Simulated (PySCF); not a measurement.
## Electronic structure of C2H9NOSi2 in real space

Input file:

```
{"job": {"kind": "nmr", "xc": "PBE0", "basis": "pcSseg-1"}, "charge": 0, "multiplicity": 1}
C      3.431341    -0.381414    -0.260172
N      2.325888    -0.197667    -0.808013
Si     0.876294     0.619011    -0.389274
Si    -0.689130    -1.056798    -0.153073
O     -2.026472    -0.478822     0.576334
C     -2.834935     0.587333     0.198194
H      3.726071     0.037371     0.706687
H      4.179014    -0.996852    -0.755551
H      0.959661     1.547432     0.760504
H      0.699465     1.479848    -1.568967
H     -1.059502    -1.642354    -1.452997
H     -0.416523    -2.125354     0.804065
H     -3.617144     0.704167     0.949542
H     -3.300103     0.397232    -0.772635
H     -2.258340     1.514857     0.132135
```

Launched as:

```sh
OMP_NUM_THREADS=1 python probes_run.py task.json out
```

Geometry: GFN2-xTB.

Theory: PBE0/pcSseg-1, SCF density, gas phase, non-relativistic (PySCF).

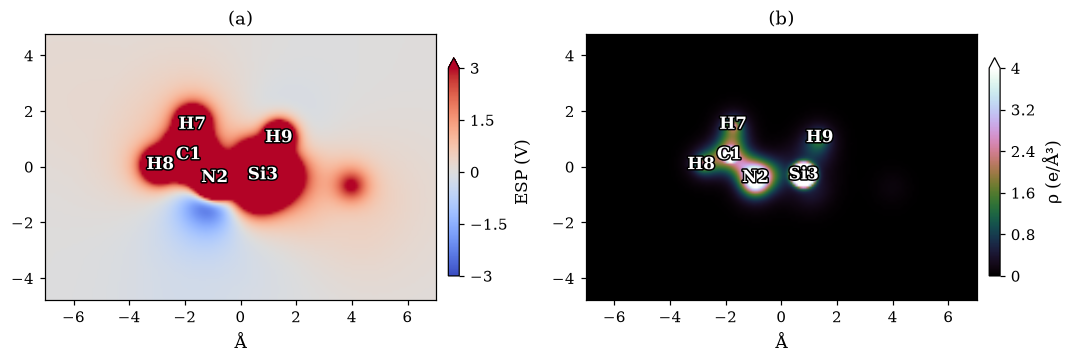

Figure 1. (a) electrostatic potential; (b) total electron density on the plane of atoms H7, C1 and H8.

### Read the bonding off the picture.

The plane passes through C, N, Si and H nuclei. C–N (1.25 Å): ρ is about 2.9 e/Å³ halfway. Si–N (1.72 Å): ρ at the midpoint is about 1.1 e/Å³. C–H (1.09 Å): ρ at the midpoint is about 2 e/Å³. Si–H (1.48 Å): ρ is about 0.78 e/Å³ halfway. Outside the dense part of the molecule the potential is most negative (−2.2 V) near N2.

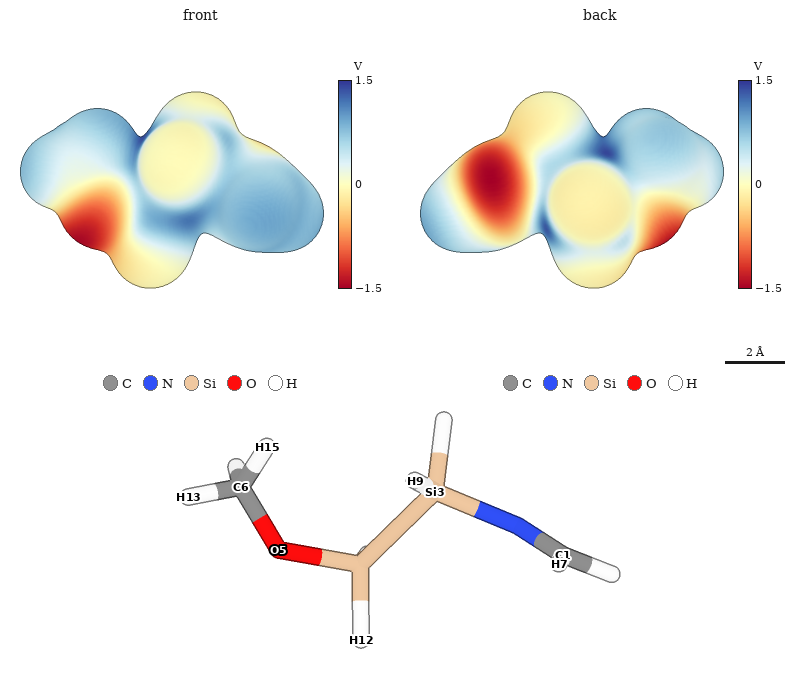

Figure 2. The molecular electrostatic potential painted on the density surface at 0.002 e/bohr³, seen from the front and from behind; red is negative and blue positive. The bare structure is drawn below in the same view.

### Which sites attract a positive test charge, and which a negative one?

A positive charge is drawn to the negative regions and a negative charge to the positive ones. The most negative region (about −1.5 V) lies over N2 and O5, the most positive (about +1.3 V) over Si3 and Si4.
